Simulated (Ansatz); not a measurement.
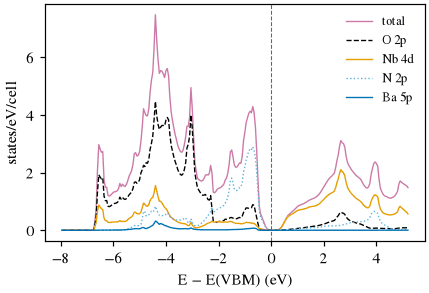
Figure: Total and projected density of states of BaNbNO2 in space group P4/mmm (No. 123; Ba on 1a, Nb on 1d, N on 1c, O on 2e), plane-wave PAW r²SCAN (Ansatz code)

Question: Which orbitals carry the states next to the gap?

Answer: Top 1 eV of the valence band: N 2p 69 %, O 2p 18 %, Nb 4d 6 %. Bottom 1 eV of the conduction band: Nb 4d 86 %, O 2p 6 %, N 2p 5 %. Projections are on Löwdin-orthogonalised atomic valence shells; empty p or d shells of many metals are not among them.

Question: Where is the tallest occupied peak in this window, and what makes it?

Answer: Near -4.4 eV, about 7.5 states/eV per cell; the largest projected share is O 2p.

The workflow started from a Materials Project entry (that database holds measured and hypothetical structures alike); the Crystallography Open Database copy checked does not list it. With N and O taken as one species the cell has the higher symmetry Pm-3m, so it may be an ordered model of a mixed-site phase. Its standing as an ambient phase is unchecked. The cell was relaxed with r²SCAN under the symmetry of its start. At this level the phase is dynamically unstable (imaginary phonons). No spin polarisation was allowed. Scalar-relativistic: spin–orbit coupling is off unless named, which matters more the heavier the elements.

Potentials: the later of the program's two PAW sets.
